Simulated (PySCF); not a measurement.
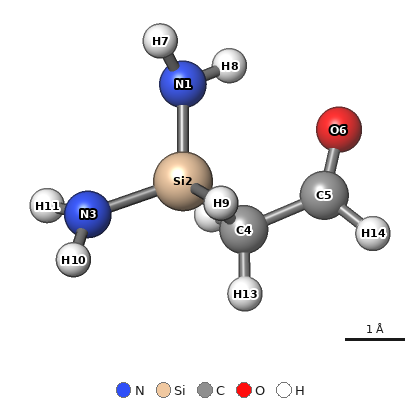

**Figure 1.** The structure as given in the input (ball-and-stick view, seen at a tilt; atoms are numbered from 1 in the order of the input). Bond lengths as drawn: C–C 1.48 Å, C–H 1.10 to 1.12 Å, C–O 1.21 Å, C–Si 1.92 Å, H–N 1.01 to 1.02 Å, H–Si 1.50 Å and N–Si 1.72 Å.

## What a change does: NMR shielding calculation on C₂H₈N₂OSi

System: C₂H₈N₂OSi, SMILES N[SiH](N)CC=O.
Method of run 1: GIAO HF/pcSseg-1 NMR shielding, non-relativistic, gas phase (PySCF 2.14.0).

The geometry comes from this level: PBE0-D3(BJ)/def2-SVP. Text and figures count atoms from 1; the logs count them from 0 in places.

**The input, run 1**
```
{"job": {"kind": "nmr", "xc": "HF", "basis": "pcSseg-1", "pop": false}, "charge": 0, "multiplicity": 1}
N     -0.701087     1.481282    -0.600710
Si    -0.668690     0.049329     0.344082
N     -2.096514    -0.861509     0.065947
C      0.960117    -0.768359    -0.245685
C      2.122494     0.117102     0.018507
O      2.354425     1.137265    -0.588309
H     -1.396676     2.204232    -0.462974
H      0.195786     1.854383    -0.904644
H     -0.591760     0.163226     1.837516
H     -2.463313    -1.506058     0.754095
H     -2.427482    -1.064600    -0.869317
H      0.826932    -0.883204    -1.334521
H      1.077288    -1.755275     0.224740
H      2.784157    -0.186101     0.871663
```

The first line tells a small driver script what to run in PySCF; the rest is the geometry in Å.

Command:
```bash
OMP_NUM_THREADS=1 python <driver script> task.json out
```

Hardware: 1 CPU thread, shared host.

**Output (run 1)**
```
final grid: 110512 points
cycle   1  E = -552.9427189436  dE =  8.711e-01  |g| = 7.716e-01  |ddm| = 3.202e+00
cycle   2  E = -553.0278950139  dE = -8.518e-02  |g| = 5.959e-01  |ddm| = 8.989e-01
cycle   3  E = -553.0914730755  dE = -6.358e-02  |g| = 7.531e-02  |ddm| = 4.391e-01
cycle   4  E = -553.0939641097  dE = -2.491e-03  |g| = 2.437e-02  |ddm| = 1.103e-01
cycle   5  E = -553.0942335887  dE = -2.695e-04  |g| = 9.523e-03  |ddm| = 4.278e-02
cycle   6  E = -553.0942960900  dE = -6.250e-05  |g| = 4.516e-03  |ddm| = 2.098e-02
cycle   7  E = -553.0943092845  dE = -1.319e-05  |g| = 1.449e-03  |ddm| = 1.115e-02
cycle   8  E = -553.0943105610  dE = -1.276e-06  |g| = 4.194e-04  |ddm| = 3.193e-03
cycle   9  E = -553.0943106658  dE = -1.048e-07  |g| = 1.098e-04  |ddm| = 6.977e-04
cycle  10  E = -553.0943106773  dE = -1.148e-08  |g| = 3.946e-05  |ddm| = 2.520e-04
cycle  11  E = -553.0943106791  dE = -1.823e-09  |g| = 1.929e-05  |ddm| = 9.747e-05
cycle  12  E = -553.0943106796  dE = -5.243e-10  |g| = 1.048e-05  |ddm| = 5.168e-05
converged SCF energy = -553.0943106796

GIAO shielding tensors (ppm)
atom      isotropic    diamagn.    paramagn.     s11        s22        s33       span
  0 N      252.258     322.525     -70.266    228.573    256.975    271.227     42.653
  1 Si     428.510     876.136    -447.626    390.771    418.805    475.955     85.184
  2 N      251.584     320.683     -69.100    214.918    268.153    271.680     56.762
  3 C      154.437     260.031    -105.595    122.640    155.306    185.364     62.724
  4 C      -16.102     247.982    -264.084   -128.098    -36.606    116.398    244.496
  5 O     -332.471     401.034    -733.505   -909.095   -468.509    380.190   1289.285
  6 H       31.087      30.703       0.384     23.380     26.301     43.581     20.201
  7 H       29.595      32.921      -3.327     20.034     26.636     42.114     22.079
  8 H       27.366      30.258      -2.892     24.354     25.150     32.595      8.242
  9 H       31.082      30.591       0.491     23.745     26.098     43.404     19.659
 10 H       31.029      31.166      -0.137     23.510     27.121     42.457     18.947
 11 H       29.765      33.261      -3.496     27.638     27.934     33.722      6.084
 12 H       29.871      32.968      -3.097     27.254     28.263     34.095      6.841
 13 H       22.318      27.908      -5.590     20.054     21.527     25.372      5.319
```

Run 2 used a changed input.

**The two runs side by side**

| quantity | run 1 | run 2 |
| --- | --- | --- |
| outcome | converged | converged |
| total energy (hartree) | −553.094311 | −555.305606 |
| HOMO (eV) | −10.58 | −5.70 |
| LUMO (eV) | 3.58 | −1.80 |
| dipole moment (D) | 3.21 | 2.92 |
| shielding of N1 (ppm) | 252.3 | 236.4 |
| shielding of Si2 (ppm) | 428.5 | 372.8 |
| shielding of N3 (ppm) | 251.6 | 235.0 |
| shielding of C4 (ppm) | 154.4 | 133.6 |
| shielding of C5 (ppm) | −16.1 | −21.9 |
| shielding of O6 (ppm) | −332.5 | −326.7 |
| shielding of H9 (ppm) | 27.4 | 26.1 |
| SCF iterations | 12 | 16 |
| basis functions | 149 | 149 |
| wall time (shared host) | 9.9 s | 29 s |

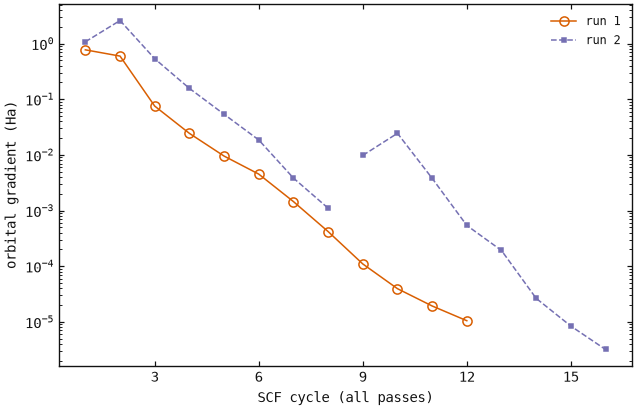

**Figure 2.** Convergence of the two runs: orbital gradient against the SCF cycle. A break in a curve parts two SCF passes (coarse and final grid). Run 1 takes 12 cycles in all, and run 2 takes 16.

Which change of the input explains these differences?

The change (lines with − go, lines with + come):
```diff
-"xc": "HF"
+"xc": "BP86"
```

The total energies belong to different methods, so their difference says nothing on which is more stable or more accurate. The HOMO goes from −10.58 to −5.70 eV. The LUMO goes from 3.58 to −1.80 eV. The dipole moment goes from 3.21 to 2.92 D. Of all shieldings, the largest change is that of Si2, by −55.7 ppm. The method changes from HF to BP86. Exact exchange removes part of the self-interaction error of semilocal functionals, which pushes filled and empty levels apart. The SCF takes 16 iterations against 12.

**Output (run 2)**
```
coarse grid: 11968 points
cycle   1  E = -555.0186743652  dE =  6.340e-01  |g| = 1.076e+00  |ddm| = 3.355e+00
cycle   2  E = -553.7538535759  dE =  1.265e+00  |g| = 2.596e+00  |ddm| = 4.290e+00
cycle   3  E = -555.1875343788  dE = -1.434e+00  |g| = 5.346e-01  |ddm| = 3.867e+00
cycle   4  E = -555.2467268809  dE = -5.919e-02  |g| = 1.568e-01  |ddm| = 5.154e-01
cycle   5  E = -555.2509631401  dE = -4.236e-03  |g| = 5.373e-02  |ddm| = 1.818e-01
cycle   6  E = -555.2516518091  dE = -6.887e-04  |g| = 1.856e-02  |ddm| = 7.242e-02
cycle   7  E = -555.2517325372  dE = -8.073e-05  |g| = 3.837e-03  |ddm| = 1.907e-02
cycle   8  E = -555.2517358616  dE = -3.324e-06  |g| = 1.104e-03  |ddm| = 4.518e-03
final grid: 110512 points
cycle   9  E = -555.3055882917  dE = -2.680e-05  |g| = 9.780e-03  |ddm| = 2.391e-02
cycle  10  E = -555.3054900737  dE =  9.822e-05  |g| = 2.442e-02  |ddm| = 2.250e-02
cycle  11  E = -555.3056034464  dE = -1.134e-04  |g| = 3.796e-03  |ddm| = 1.822e-02
cycle  12  E = -555.3056063127  dE = -2.866e-06  |g| = 5.401e-04  |ddm| = 3.430e-03
cycle  13  E = -555.3056064160  dE = -1.033e-07  |g| = 1.915e-04  |ddm| = 6.910e-04
cycle  14  E = -555.3056063729  dE =  4.311e-08  |g| = 2.644e-05  |ddm| = 2.037e-04
cycle  15  E = -555.3056064254  dE = -5.244e-08  |g| = 8.394e-06  |ddm| = 3.476e-05
cycle  16  E = -555.3056064254  dE = -1.569e-11  |g| = 3.191e-06  |ddm| = 1.041e-05
converged SCF energy = -555.3056064254

GIAO shielding tensors (ppm)
atom      isotropic    diamagn.    paramagn.     s11        s22        s33       span
  0 N      236.377     319.821     -83.444    214.218    238.617    256.297     42.079
  1 Si     372.817     881.387    -508.570    325.400    359.985    433.066    107.667
  2 N      234.957     318.106     -83.148    197.280    249.383    258.208     60.927
  3 C      133.613     260.981    -127.369     93.032    138.456    169.350     76.317
  4 C      -21.915     248.849    -270.764   -114.702    -42.282     91.239    205.941
  5 O     -326.670     401.460    -728.129   -911.204   -404.389    335.584   1246.789
  6 H       30.900      30.631       0.270     24.013     26.610     42.078     18.065
  7 H       29.414      33.034      -3.620     20.498     27.028     40.716     20.218
  8 H       26.054      30.222      -4.169     23.215     23.821     31.125      7.910
  9 H       30.854      30.497       0.357     24.214     26.533     41.814     17.600
 10 H       30.890      31.077      -0.187     24.194     27.468     41.008     16.814
 11 H       29.045      33.098      -4.053     26.659     27.738     32.737      6.078
 12 H       28.976      32.520      -3.544     27.089     27.975     31.865      4.776
 13 H       21.152      27.669      -6.517     18.738     19.634     25.084      6.346
```
